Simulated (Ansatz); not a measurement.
## Electronic structure of CH₃F₃GeS in real space

```
atom    x (Å)    y (Å)    z (Å)
   C  -0.0920  -1.2236   0.9632
   F  -0.9189   0.4743  -1.9994
   F   1.2740   2.1336  -1.7926
   F  -0.6910   2.0975   0.1467
  Ge   0.2407   1.1028  -0.8991
   S   1.3464  -0.4315   0.1544
   H   0.3252  -2.0395   1.5674
   H  -0.7826  -1.6426   0.2200
   H  -0.6134  -0.5174   1.6222
```

Geometry: PBE0-D4/def2-SVP.

All numbers below come from isolated molecule in a Gaussian basis; Kohn-Sham density functional theory, functional PBE0 in Ansatz 0.2.0.

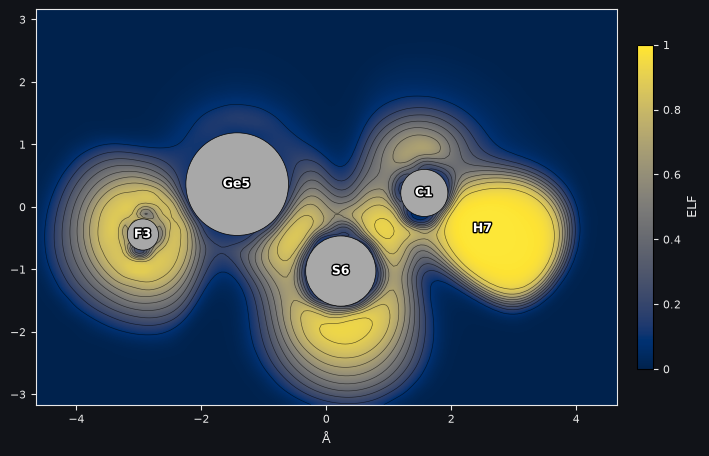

Figure 1. ELF on the plane of atoms C1, S6 and Ge5. Grey discs cover the atomic cores.

### Describe what can be read from this map.

- The section cuts through C, F, Ge, S and H sites.
- Ge–F (1.71 Å): the ELF peaks at about 0.80 in the valence shell of F, 0.5 Å from its nucleus, and is about 0.20 at the midpoint.
- C–S (1.83 Å): the ELF peaks at about 0.90 between the atoms (localised, covalent bonding).
- Ge–S (2.16 Å): the ELF peaks at about 0.85 in the valence shell of S, 0.9 Å from its nucleus, and is about 0.80 at the midpoint.
- C–H (1.10 Å): the ELF climbs to about 1 towards the hydrogen, as it does in any bond to H (an ordinary covalent bond to hydrogen).
- The ELF also peaks beside S6 and F3, away from the bonds: lone-pair regions.

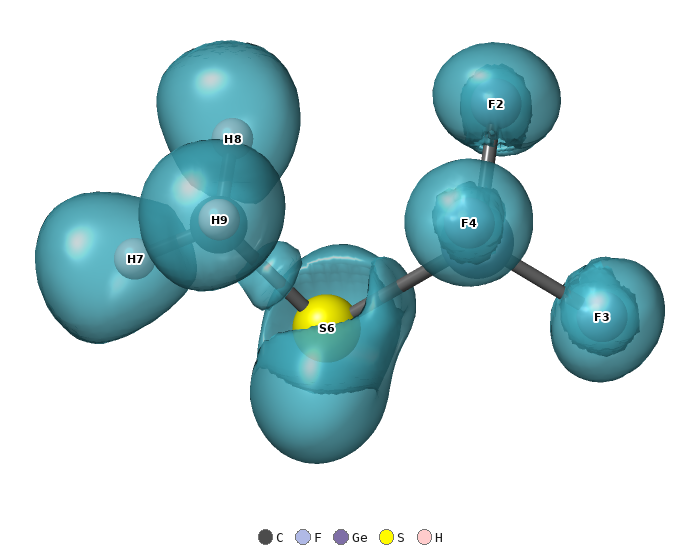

Figure 2. Isosurface of the electron localisation function at 0.8 (cyan), seen at a tilt. Only the valence region is drawn (cores and ρ < 0.01 e/Å³ removed).

### Where are the electrons localised?

The surface consists of one region between bonded C–S atoms (shared pairs), three regions around hydrogen nuclei, one region on S in which the atom's valence shell and bonds are merged and three regions wrapped around F (the valence shell of each).

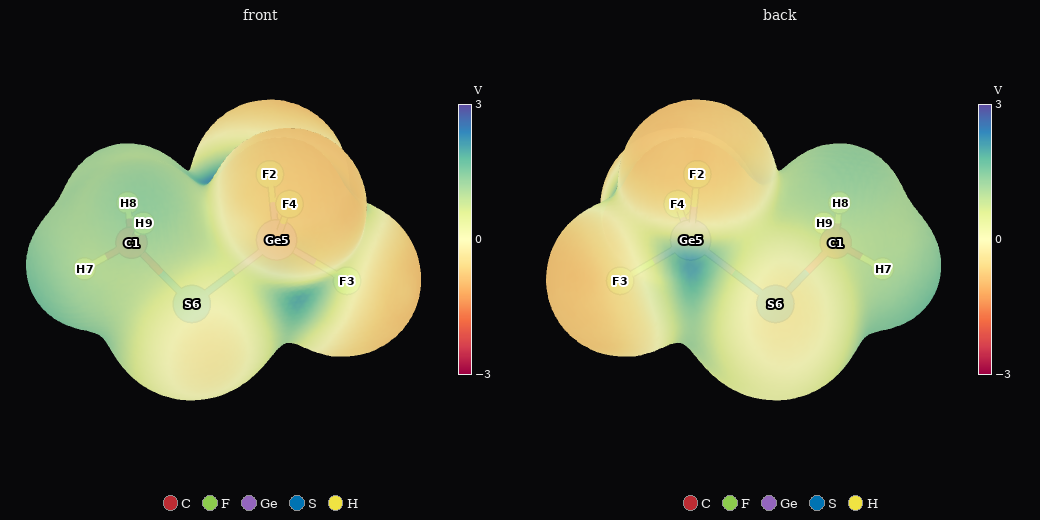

Figure 3. The molecular electrostatic potential painted on the density surface at 0.002 e/bohr³, seen from the front and from behind; the colour scale runs from red (negative) to blue (positive).

### Which sites attract a positive test charge, and which a negative one?

A positive charge is drawn to the negative regions and a negative charge to the positive ones. The most negative region (about −0.8 V) lies over F2, F3 and F4, the most positive (about +2.0 V) over Ge5.
